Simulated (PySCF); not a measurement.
Consider C4H9NOSi (SMILES O=CN1CCC[SiH2]1).

```yaml
atoms:
  - { symbol: O, position_ang: [2.6546, 1.2352, 0.9416] }
  - { symbol: C, position_ang: [2.2103, 0.5269, 0.0667] }
  - { symbol: N, position_ang: [0.9077, 0.2605, -0.0331] }
  - { symbol: C, position_ang: [0.2988, -0.5549, -1.0588] }
  - { symbol: C, position_ang: [-1.0074, -1.0838, -0.4706] }
  - { symbol: C, position_ang: [-1.6627, 0.0627, 0.3035] }
  - { symbol: Si, position_ang: [-0.1962, 0.9429, 1.1520] }
  - { symbol: H, position_ang: [2.8487, 0.0520, -0.7018] }
  - { symbol: H, position_ang: [0.9708, -1.3660, -1.3528] }
  - { symbol: H, position_ang: [0.0945, 0.0616, -1.9430] }
  - { symbol: H, position_ang: [-1.6551, -1.4733, -1.2569] }
  - { symbol: H, position_ang: [-0.7773, -1.8977, 0.2191] }
  - { symbol: H, position_ang: [-2.4193, -0.3146, 0.9864] }
  - { symbol: H, position_ang: [-2.1695, 0.7330, -0.3910] }
  - { symbol: H, position_ang: [-0.2298, 2.3969, 1.0487] }
  - { symbol: H, position_ang: [0.1241, 0.4277, 2.4785] }
```

Geometry: GFN2-xTB.

Computed with PySCF, wB97X-D/def2-SVPD, SCF density, gas phase.

Q: Predict the electron density and electron localisation function between the atoms.

A: C–O (1.21 Å): the density is about 3.3 e/Å³ at the midpoint; the ELF peaks at about 0.85 between the atoms (a short, multiple covalent bond).
C–N (1.33 Å): the density is about 2.5 e/Å³ at the midpoint; the ELF peaks at about 0.95 between the atoms (localised, covalent bonding).
Si–N (1.76 Å): ρ is about 1 e/Å³ halfway; the ELF peaks at about 0.95 between the atoms; a polar covalent bond.
C–Si (1.91 Å): ρ at the midpoint is about 0.93 e/Å³; the ELF peaks at about 0.95 between the atoms: a shared electron pair.

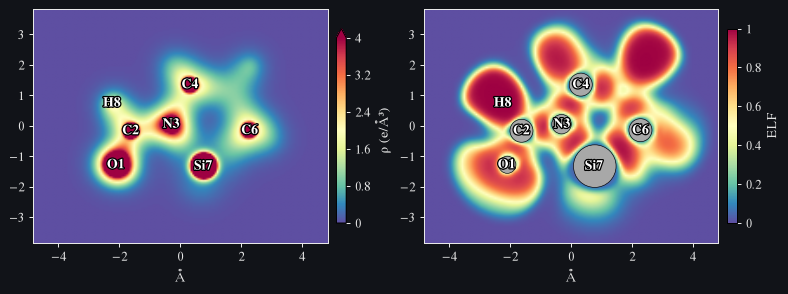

Computed electron density and electron localisation function on the plane of atoms N3, C2 and H8, in this order. Grey discs cover the atomic cores in the ELF map. 
